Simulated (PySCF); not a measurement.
Pb2 (charge +2)

Input

```
mol = gto.M(atom='''
Pb    -0.00000     0.00000     1.78130
Pb     0.00000     0.00000    -1.78130''',
    basis={'Pb': 'def2-SVP'},
    ecp={'Pb': 'def2-SVP'},
    charge=2, spin=0)
mf = dft.RKS(mol, xc='B3LYP')
mf.grids.atom_grid = (75, 302)  # f atoms: at least (60, 302), unpruned
mf = mf.density_fit()  # Pb def2-universal-JKFIT
mf.conv_tol = 1e-09; mf.max_cycle = 55
mf.kernel(dm0)
```

Run with:

```sh
OMP_NUM_THREADS=2 python run.py
```

Core potentials replace the inner electrons of Pb.

Computed with PySCF, RKS B3LYP, Pb def2-SVP with ECP60; non-relativistic Hamiltonian with scalar-relativistic core potentials where named; density fitting.

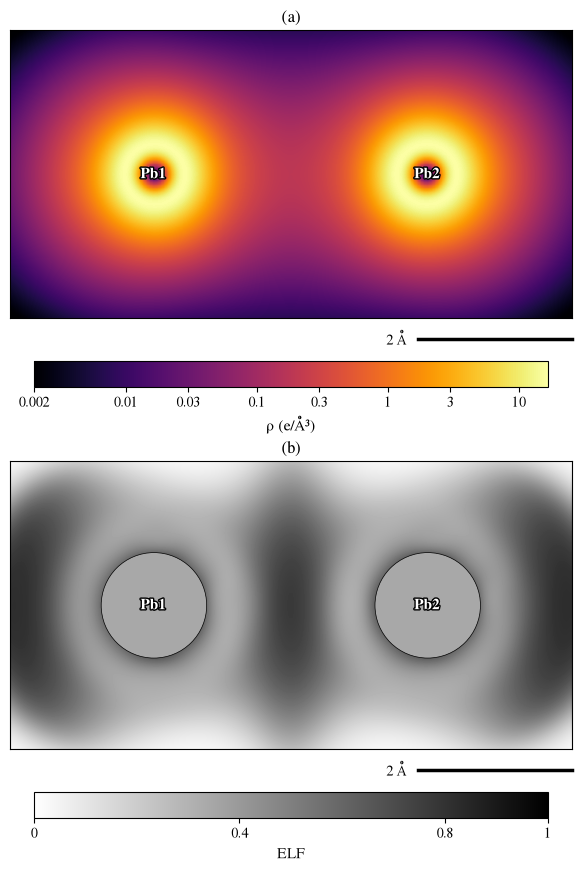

Figure 1. (a) electron density; (b) electron localisation function on a plane that holds the molecular axis. Grey discs cover the atomic cores in the ELF map.

Q: What does the map show?

A: The plane passes through Pb nuclei.
Pb–Pb (3.56 Å): ρ at the midpoint is about 0.19 e/Å³; the ELF peaks at about 0.75 between the atoms.

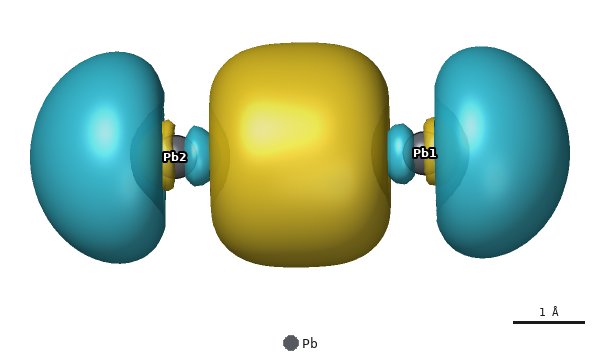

Figure 2. One frontier orbital at ±0.08 Å⁻³ᐟ² (yellow and cyan are the two phases), seen from one side.

Q: Which orbital is it: HOMO or LUMO?

A: The HOMO, at −14.92 eV. It lies mainly on Pb1 (about 50 %) and Pb2 (about 50 %); it is of σ type; it is gerade (even under inversion).

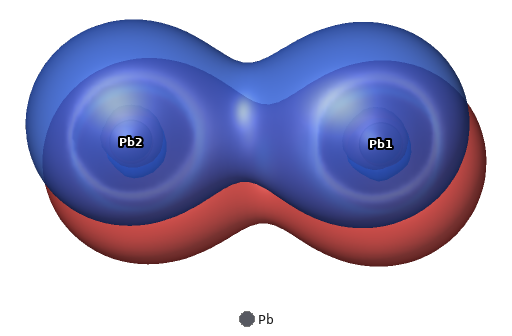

Figure 3. The LUMO at ±0.08 Å⁻³ᐟ² (blue and red are the two phases), seen from one side.

Q: Where does this orbital lie, and at what energy?

A: It lies mainly on Pb1 (about 50 %) and Pb2 (about 50 %); it is ungerade (odd under inversion). It is one of a degenerate set, so its orientation is arbitrary. Its energy is −13.24 eV.
